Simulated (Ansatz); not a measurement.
# Geometry relaxation, with input and output: CH₉BN₂ (part 1 of 2)

System: CH₉BN₂.
Method: RKS B3LYP/6-31G* (Ansatz 0.2.0).

It belongs to a series of runs on one base structure; here: end point B relaxed. Figures and captions count atoms from 1; the log counts them from 0 in places.

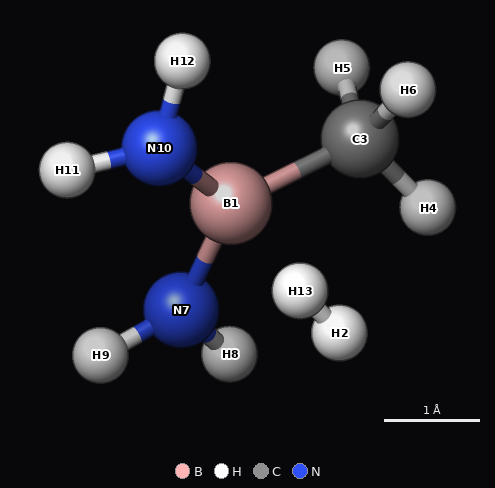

**Figure 1.** The starting structure (ball-and-stick view, seen at a tilt; atoms are numbered from 1 in the order of the input).

### Results in brief

- outcome: converged
- total energy: −4842.0479 eV
- mean-field energy: −4842.0479 eV
- largest force (length of the vector) at the end: 0.007 eV/Å
- hardware: 1 thread of Intel Xeon (Granite Rapids), 32 GiB of memory available, shared host
- wall time: 37 s
- peak memory: 0.17 GiB

### The input
```yaml
crystal:
  periodic: [false, false, false]
  atoms:
    - { symbol: B, position_ang: [-0.109505, 0.689061, -0.384757] }
    - { symbol: H, position_ang: [-0.114864, -0.373002, 1.774464] }
    - { symbol: C, position_ang: [1.300249, 0.05851, -0.747556] }
    - { symbol: H, position_ang: [1.28049, -1.038812, -0.768122] }
    - { symbol: H, position_ang: [1.62442, 0.393032, -1.743232] }
    - { symbol: H, position_ang: [2.082778, 0.359194, -0.039827] }
    - { symbol: "N", position_ang: [-1.312472, 0.059245, -0.783961] }
    - { symbol: H, position_ang: [-1.327002, -0.850908, -1.219233] }
    - { symbol: H, position_ang: [-2.235621, 0.40825, -0.564189] }
    - { symbol: "N", position_ang: [-0.162475, 1.986386, 0.345793] }
    - { symbol: H, position_ang: [-1.005664, 2.543944, 0.380806] }
    - { symbol: H, position_ang: [0.672296, 2.54841, 0.435759] }
    - { symbol: H, position_ang: [-0.077531, 0.32469, 1.890653] }
basis:
  gaussian: { orbitals: "6-31G*" }
hamiltonian:
  xc: b3lyp
relax:
  f_tol: 0.03
  max_steps: 50
output:
  orbitals: {}
```

Launched with:
```bash
ansatz run input.yaml --threads 1 --pin off --max-ram 2048MiB --backend cpu --events-out ev --progress --plain --runs-dir out
```

### Log
```
The last accepted step is kept in [file] (removed where the run ends without a failure and the disk answers)
Engine: ansatz 0.2.0, x86_64-unknown-linux-gnu
Functional definition: B3LYP
  parameter a0 = 0.2
  parameter ax = 0.72
  parameter ac = 0.81
  exchange = (1 - a0 - ax)*slater_x + ax*b88_x + a0*exact_x
  correlation = (1 - ac)*vwn_rpa_c + ac*lyp_c
963 factors; integrals over basis functions are off by at most 4.2e-4 eV
mean field evaluation 1: about -4829.8670 eV, gradient 7.6e1 eV
mean field evaluation 2: about -4821.6076 eV, gradient 9.5e1 eV
mean field evaluation 4: about -4841.6346 eV, gradient 3.7e0 eV
mean field evaluation 8: about -4841.6751 eV, gradient 1.9e-1 eV
mean field -4841.67519543 eV, -177.9282816266 hartree, gradient 3.5e-5 eV, S^2 0.000000; 0 other end points of the search recorded, 0 dependent functions left out
the calculation of the forces begins
reference -4841.67540233 eV, -177.9282892302 hartree; 17, 17 occupied and 61, 61 virtual orbitals, 963 factors
relax step   1: F+E_penalty+E_count = -4841.67519543 eV  Δ(F+E_penalty+E_count) = +0.000e0 eV  max|allowed force component| = 1.758e0 eV/Å  Δτ_max = 0.0000 Å  (24 SCF iters, accepted)
these checks for a lower state are left out or cut short: starts, cluster_reference, orbital_swaps, neighbouring_geometries, increment
963 factors; integrals over basis functions are off by at most 4.2e-4 eV
mean field evaluation 16: about -4841.7996 eV, gradient 3.7e0 eV
mean field -4841.86833768 eV, -177.9353794734 hartree, gradient 7.3e-5 eV, S^2 0.000000; 0 other end points of the search recorded, 0 dependent functions left out
[... from here on the field's lines of each further geometry are left out, up to the last ...]
relax step   2: F+E_penalty+E_count = -4841.86833768 eV  Δ(F+E_penalty+E_count) = -1.931e-1 eV  max|allowed force component| = 6.963e-1 eV/Å  Δτ_max = 0.1992 Å  (24 SCF iters, accepted)
relax step   3: F+E_penalty+E_count = -4841.94540052 eV  Δ(F+E_penalty+E_count) = -7.706e-2 eV  max|allowed force component| = 4.931e-1 eV/Å  Δτ_max = 0.1948 Å  (25 SCF iters, accepted)
relax step   4: F+E_penalty+E_count = -4841.98791875 eV  Δ(F+E_penalty+E_count) = -4.252e-2 eV  max|allowed force component| = 1.515e-1 eV/Å  Δτ_max = 0.2000 Å  (24 SCF iters, accepted)
relax step   5: F+E_penalty+E_count = -4842.00825432 eV  Δ(F+E_penalty+E_count) = -2.034e-2 eV  max|allowed force component| = 1.298e-1 eV/Å  Δτ_max = 0.2000 Å  (25 SCF iters, accepted)
relax step   6: F+E_penalty+E_count = -4842.01806830 eV  Δ(F+E_penalty+E_count) = -9.814e-3 eV  max|allowed force component| = 2.102e-1 eV/Å  Δτ_max = 0.2000 Å  (24 SCF iters, accepted)
relax step   7: F+E_penalty+E_count = -4842.02688525 eV  Δ(F+E_penalty+E_count) = -8.817e-3 eV  max|allowed force component| = 4.710e-2 eV/Å  Δτ_max = 0.1812 Å  (23 SCF iters, accepted)
relax step   8: F+E_penalty+E_count = -4841.99100174 eV  Δ(F+E_penalty+E_count) = +3.588e-2 eV  max|allowed force component| = 5.344e-1 eV/Å  Δτ_max = 0.1464 Å  (24 SCF iters, rejected (line search))
relax step   9: F+E_penalty+E_count = -4842.02997292 eV  Δ(F+E_penalty+E_count) = -3.088e-3 eV  max|allowed force component| = 3.193e-2 eV/Å  Δτ_max = 0.0732 Å  (24 SCF iters, accepted)
relax step  10: F+E_penalty+E_count = -4842.03275243 eV  Δ(F+E_penalty+E_count) = -2.780e-3 eV  max|allowed force component| = 8.900e-2 eV/Å  Δτ_max = 0.0975 Å  (23 SCF iters, accepted)
relax step  11: F+E_penalty+E_count = -4842.03654816 eV  Δ(F+E_penalty+E_count) = -3.796e-3 eV  max|allowed force component| = 1.278e-1 eV/Å  Δτ_max = 0.1466 Å  (25 SCF iters, accepted)
relax step  12: F+E_penalty+E_count = -4842.03848696 eV  Δ(F+E_penalty+E_count) = -1.939e-3 eV  max|allowed force component| = 3.190e-1 eV/Å  Δτ_max = 0.1943 Å  (25 SCF iters, accepted)
relax step  13: F+E_penalty+E_count = -4842.04211728 eV  Δ(F+E_penalty+E_count) = -3.630e-3 eV  max|allowed force component| = 1.334e-1 eV/Å  Δτ_max = 0.0555 Å  (24 SCF iters, accepted)
relax step  14: F+E_penalty+E_count = -4842.04399111 eV  Δ(F+E_penalty+E_count) = -1.874e-3 eV  max|allowed force component| = 1.701e-1 eV/Å  Δτ_max = 0.1333 Å  (23 SCF iters, accepted)
relax step  15: F+E_penalty+E_count = -4842.04636449 eV  Δ(F+E_penalty+E_count) = -2.373e-3 eV  max|allowed force component| = 5.074e-2 eV/Å  Δτ_max = 0.1005 Å  (24 SCF iters, accepted)
relax step  16: F+E_penalty+E_count = -4842.04535644 eV  Δ(F+E_penalty+E_count) = +1.008e-3 eV  max|allowed force component| = 3.399e-1 eV/Å  Δτ_max = 0.1681 Å  (23 SCF iters, rejected (line search))
relax step  17: F+E_penalty+E_count = -4842.04703704 eV  Δ(F+E_penalty+E_count) = -6.725e-4 eV  max|allowed force component| = 8.789e-2 eV/Å  Δτ_max = 0.0818 Å  (24 SCF iters, accepted)
relax step  18: F+E_penalty+E_count = -4842.04742598 eV  Δ(F+E_penalty+E_count) = -3.889e-4 eV  max|allowed force component| = 5.812e-2 eV/Å  Δτ_max = 0.0721 Å  (23 SCF iters, accepted)
relax step  19: F+E_penalty+E_count = -4842.04764550 eV  Δ(F+E_penalty+E_count) = -2.195e-4 eV  max|allowed force component| = 2.153e-2 eV/Å  Δτ_max = 0.0583 Å  (23 SCF iters, accepted)
the calculation of the forces begins
reference -4842.04794090 eV, -177.9419797701 hartree; 17, 17 occupied and 61, 61 virtual orbitals, 963 factors
relax step  20: F+E_penalty+E_count = -4842.04770985 eV  Δ(F+E_penalty+E_count) = -6.435e-5 eV  max|allowed force component| = 6.178e-3 eV/Å  Δτ_max = 0.0347 Å  (23 SCF iters, accepted)
```

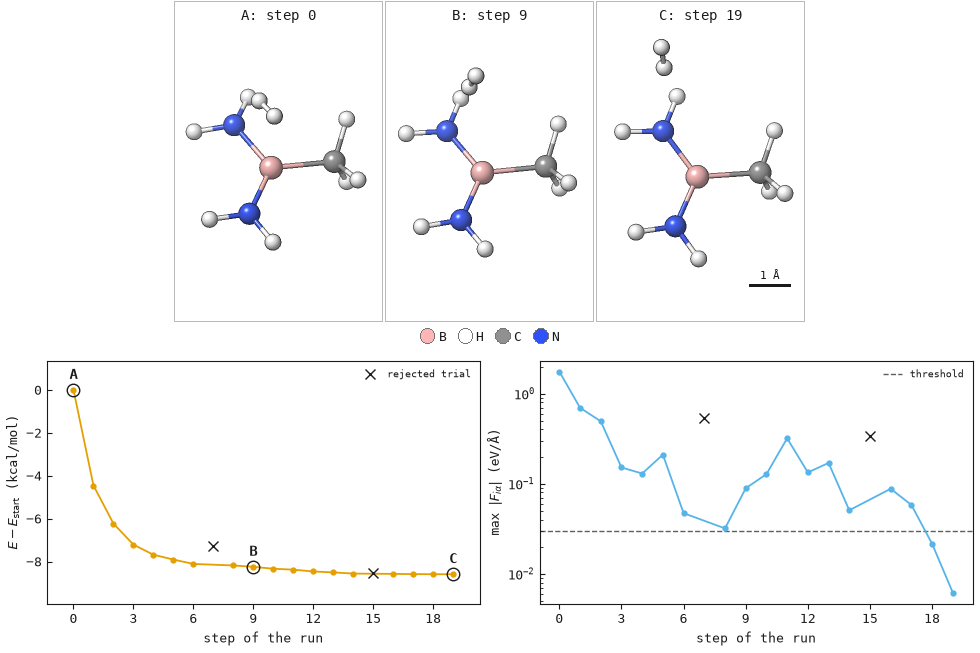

**Figure 2.** Frames of the relaxation (ball-and-stick view, seen at a tilt) above the curves, on which the letters mark them (the first geometry is step 0 here and step 1 in the log).

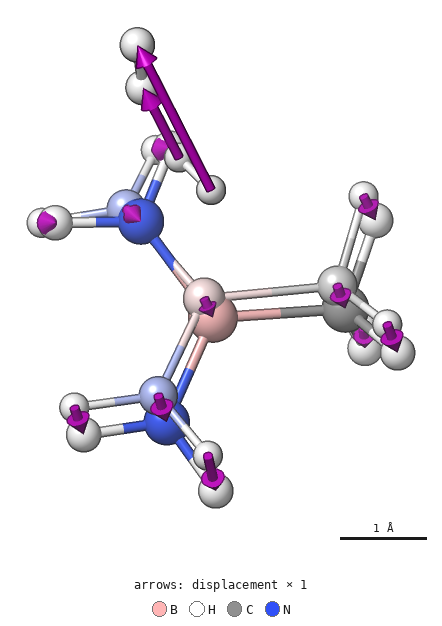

**Figure 3.** Start (faint) and end (solid) with the displacements as pink arrows, at true length (ball-and-stick view, seen at a tilt). The two geometries are laid on each other by the best rigid fit. After 19 geometry steps the energy has fallen by 8.59 kcal/mol. Largest force component: 1.8 eV/Å at the start, 0.0062 eV/Å at the end. The line search rejected the trial steps at points 7, 15 (counted from 0) and went back. H2 moves most after the best rigid fit: 1.97 Å. Largest moves by element: H 1.97 Å, N 0.42 Å, C 0.35 Å, B 0.27 Å. Among the contacts that change: B1–N10 1.490 → 1.426 Å, H2–H13 0.708 → 0.745 Å, B1–N7 1.415 → 1.422 Å, B1–C3 1.586 → 1.593 Å. Among the angles that change: B1–N10–H11 121.8° → 124.2°, B1–N10–H12 119.9° → 121.9°. (Atoms are counted from 1 in the order of the input.)

```
963 factors; integrals over basis functions are off by at most 4.2e-4 eV
mean field -4842.04770985 eV, -177.9419712793 hartree, gradient 1.0e-5 eV, S^2 0.000000; 1 other end points of the search recorded, 0 dependent functions left out
the calculation of the forces begins
reference -4842.04794090 eV, -177.9419797701 hartree; 17, 17 occupied and 61, 61 virtual orbitals, 963 factors
Total energy: -4842.04794090 eV, -177.9419797701 hartree
Atom 0 at    -0.102348     0.645895    -0.636376 Å, force     0.002220    -0.001403    -0.001079 eV/Å
Atom 1 at    -0.141849     0.226513     3.569067 Å, force     0.000789     0.001293    -0.006113 eV/Å
Atom 2 at     1.311662     0.099764    -1.125801 Å, force     0.000730    -0.003784    -0.003149 eV/Å
Atom 3 at     1.299607    -0.985210    -1.292334 Å, force    -0.000120     0.005494    -0.000104 eV/Å
Atom 4 at     1.599405     0.560625    -2.081190 Å, force    -0.000653    -0.000538     0.004609 eV/Å
Atom 5 at     2.118521     0.309844    -0.413100 Å, force    -0.001998    -0.000720    -0.001263 eV/Å
Atom 6 at    -1.295685     0.141789    -1.222735 Å, force    -0.004992     0.000273     0.001513 eV/Å
Atom 7 at    -1.288027    -0.591017    -1.915199 Å, force     0.002758    -0.000194     0.000244 eV/Å
Atom 8 at    -2.226445     0.443002    -0.971578 Å, force     0.001721     0.000038     0.000209 eV/Å
Atom 9 at    -0.163981     1.647552     0.376166 Å, force     0.001178    -0.004114    -0.005551 eV/Å
Atom 10 at    -1.015786     2.100366     0.676750 Å, force     0.003929     0.001739     0.002461 eV/Å
Atom 11 at     0.667245     2.071761     0.758391 Å, force    -0.003929     0.002940     0.002043 eV/Å
Atom 12 at    -0.147220     0.437115     2.854539 Å, force    -0.001634    -0.001024     0.006178 eV/Å
Dipole moment:    -0.224524     0.128563    -0.027582 e Å
```

### Trajectory as extended XYZ (Å, eV, eV/Å), 20 frames, from step=1 to step=20
```
13
Properties=species:S:1:pos:R:3:forces:R:3 step=1 energy=-4841.67519
B    -0.1095    0.6891   -0.3848   -0.0740   1.7577   0.3901
H    -0.1149   -0.3730    1.7745   -0.0789  -1.6457   0.1807
C     1.3002    0.0585   -0.7476    0.0252  -0.0065   0.0402
H     1.2805   -1.0388   -0.7681    0.0073   0.0120  -0.0119
H     1.6244    0.3930   -1.7432   -0.0039  -0.0113   0.0049
H     2.0828    0.3592   -0.0398   -0.0086  -0.0152  -0.0122
N    -1.3125    0.0592   -0.7840   -0.0514   0.0066   0.0166
H    -1.3270   -0.8509   -1.2192    0.0176   0.0052   0.0103
H    -2.2356    0.4083   -0.5642    0.0439   0.0003  -0.0094
N    -0.1625    1.9864    0.3458    0.0337  -1.2727  -1.0166
H    -1.0057    2.5439    0.3808    0.0035  -0.0103  -0.0065
H     0.6723    2.5484    0.4358   -0.0109  -0.0212  -0.0339
H    -0.0775    0.3247    1.8907    0.0965   1.2010   0.4479
13
Properties=species:S:1:pos:R:3:forces:R:3 step=2 energy=-4841.86834
B    -0.1099    0.7465   -0.4561   -0.0406   0.6191   0.6963
H    -0.1188   -0.4824    1.9409    0.0027  -0.0386   0.2415
C     1.2983    0.0760   -0.7631    0.0185   0.0791  -0.1602
H     1.2639   -1.0220   -0.7676   -0.0566   0.0577  -0.0086
H     1.6469    0.3881   -1.7572    0.0951  -0.0367  -0.0266
H     2.0727    0.3710   -0.0440   -0.0342   0.0294  -0.0143
N    -1.3119    0.0812   -0.8047   -0.0642   0.0072  -0.1394
H    -1.3203   -0.8418   -1.2138    0.0226   0.0540   0.0140
H    -2.2351    0.4171   -0.5680    0.0163   0.0177  -0.0269
N    -0.1629    2.0033    0.2798    0.0398  -0.5954  -0.6773
H    -1.0101    2.5514    0.3577    0.0411  -0.0143   0.0065
H     0.6721    2.5590    0.4033   -0.0437  -0.0110  -0.0096
H    -0.0696    0.2607    1.9695    0.0032  -0.1682   0.1045
13
Properties=species:S:1:pos:R:3:forces:R:3 step=3 energy=-4841.94540
B    -0.1121    0.7558   -0.4620   -0.0163   0.2527   0.2196
H    -0.1130   -0.5534    2.1223    0.0353   0.3900   0.1145
C     1.2972    0.0899   -0.7812    0.0058   0.0106  -0.0651
H     1.2586   -1.0076   -0.7851   -0.0262   0.0376  -0.0063
H     1.6507    0.3987   -1.7748    0.0370  -0.0129  -0.0088
H     2.0711    0.3826   -0.0609   -0.0081   0.0170  -0.0087
N    -1.3141    0.0981   -0.8317   -0.0537  -0.0610  -0.0855
H    -1.3211   -0.8294   -1.2309    0.0168   0.0624   0.0214
H    -2.2386    0.4388   -0.6077    0.0113   0.0109  -0.0176
N    -0.1644    2.0133    0.2327    0.0370  -0.1597  -0.2788
H    -1.0122    2.5598    0.3191    0.0615  -0.0301   0.0205
H     0.6721    2.5631    0.3726   -0.0673  -0.0244   0.0068
H    -0.0591    0.1985    2.0642   -0.0330  -0.4930   0.0880
13
Properties=species:S:1:pos:R:3:forces:R:3 step=4 energy=-4841.98792
B    -0.1119    0.7696   -0.4877   -0.0538   0.1315   0.1515
H    -0.1010   -0.6126    2.3129    0.0081   0.0927   0.0702
C     1.2974    0.0995   -0.8020   -0.0205   0.0377  -0.0782
H     1.2566   -0.9965   -0.7948   -0.0171  -0.0101   0.0071
H     1.6457    0.3953   -1.8009    0.0330  -0.0056  -0.0269
H     2.0765    0.4009   -0.0923    0.0026   0.0144   0.0220
N    -1.3151    0.1103   -0.8616    0.0104  -0.0081  -0.0351
H    -1.3193   -0.8202   -1.2522    0.0027   0.0411   0.0109
H    -2.2410    0.4608   -0.6583    0.0213  -0.0052  -0.0166
N    -0.1636    2.0333    0.1843    0.0243  -0.0931  -0.1512
H    -1.0138    2.5694    0.3011    0.0583  -0.0271   0.0066
H     0.6717    2.5772    0.3493   -0.0622  -0.0345   0.0067
H    -0.0671    0.1208    2.1789   -0.0071  -0.1337   0.0329
13
Properties=species:S:1:pos:R:3:forces:R:3 step=5 energy=-4842.00825
B    -0.1152    0.7749   -0.5075    0.0062   0.0613  -0.0622
H    -0.0840   -0.6221    2.5120    0.0088   0.1167   0.0143
C     1.2936    0.1072   -0.8310    0.0381  -0.0106   0.0306
H     1.2472   -0.9897   -0.8078    0.0176   0.0276  -0.0068
H     1.6465    0.3895   -1.8341   -0.0228  -0.0037   0.0408
H     2.0708    0.4155   -0.1187   -0.0114  -0.0226  -0.0456
N    -1.3145    0.1194   -0.8985   -0.0473   0.0200   0.0158
H    -1.3136   -0.8087   -1.2927   -0.0071   0.0103  -0.0092
H    -2.2428    0.4749   -0.7144    0.0338  -0.0252  -0.0109
N    -0.1645    2.0370    0.1549    0.0038   0.0589   0.0050
H    -1.0143    2.5651    0.3055    0.0472  -0.0424  -0.0030
H     0.6700    2.5683    0.3600   -0.0574  -0.0602  -0.0126
H    -0.0642    0.0767    2.2491   -0.0096  -0.1298   0.0437
13
Properties=species:S:1:pos:R:3:forces:R:3 step=6 energy=-4842.01807
B    -0.1163    0.7858   -0.5547   -0.0010  -0.0405   0.2102
H    -0.0728   -0.6196    2.7116    0.0050   0.0514   0.0155
C     1.2937    0.1114   -0.8589   -0.0063   0.0367  -0.0716
H     1.2491   -0.9842   -0.8349   -0.0140  -0.0130  -0.0058
H     1.6459    0.3923   -1.8600    0.0404  -0.0109  -0.0471
H     2.0728    0.4191   -0.1511   -0.0112   0.0174   0.0130
N    -1.3168    0.1305   -0.9433   -0.0280   0.0357  -0.0301
H    -1.3149   -0.7888   -1.3569   -0.0097  -0.0044  -0.0119
H    -2.2454    0.4804   -0.7502    0.0389  -0.0121  -0.0243
N    -0.1664    2.0328    0.1350    0.0057   0.0656  -0.0223
H    -1.0163    2.5533    0.3075    0.0346  -0.0276  -0.0174
H     0.6677    2.5539    0.3644   -0.0469  -0.0508  -0.0136
H    -0.0653    0.0411    2.3680   -0.0072  -0.0474   0.0055
13
Properties=species:S:1:pos:R:3:forces:R:3 step=7 energy=-4842.02689
B    -0.1184    0.7690   -0.5526    0.0015   0.0171  -0.0157
H    -0.0611   -0.5298    2.8686    0.0059  -0.0210   0.0434
C     1.2938    0.1122   -0.8868    0.0043  -0.0138   0.0458
H     1.2589   -0.9842   -0.8535    0.0072   0.0006  -0.0110
H     1.6301    0.3879   -1.8959   -0.0099   0.0046   0.0016
H     2.0778    0.4323   -0.1887   -0.0002  -0.0076  -0.0250
N    -1.3165    0.1367   -0.9846    0.0019  -0.0267  -0.0182
H    -1.3196   -0.7684   -1.4291    0.0215   0.0125  -0.0109
H    -2.2444    0.4894   -0.8011   -0.0249   0.0190   0.0146
N    -0.1712    1.9968    0.1695    0.0041  -0.0471  -0.0394
H    -1.0170    2.5256    0.3262   -0.0256   0.0091   0.0263
H     0.6643    2.5036    0.4159    0.0237   0.0224   0.0141
H    -0.0617    0.0370    2.3886   -0.0094   0.0308  -0.0257
```
